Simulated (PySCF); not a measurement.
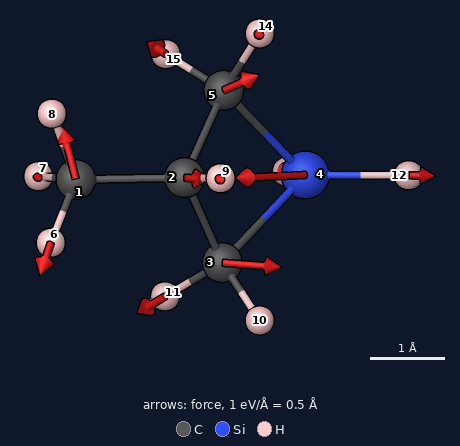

Starting geometry of C4H10Si with the computed forces as red arrows. A ball-and-stick model, seen at a tilt.

The start comes from GFN2-xTB. Its atoms were then displaced at random by about 0.01 Å.

All numbers below come from PBE0-D3(BJ)/def2-SVP geometry optimisation, gas phase (PySCF 2.14.0, density-fitted response routines). 

### What follows when this structure is relaxed?

It isn't relaxed: the largest force vector, on the Si atom, is 2.68 eV/Å. The final displacements have little in common with the starting forces (cosine between the two patterns 0.07). After 10 geometry steps the energy has fallen by 0.266 eV. The largest move after the best rigid fit is that of an H atom, 0.48 Å. Largest moves by element: H 0.48 Å, C 0.19 Å, Si 0.13 Å. Among the contacts that change: C–Si 1.949 → 1.894 Å, H–Si 1.444 → 1.497 Å, C–H 1.071 → 1.102 Å, C–C 1.493 → 1.518 Å. Bond angles that change, for instance: Si–C–H 116.7° → 122.8°, H–Si–H 114.1° → 108.6°, C–C–Si 92.1° → 86.9°. The run took 65 s on 1 thread of Arm Neoverse V1, on a shared host.
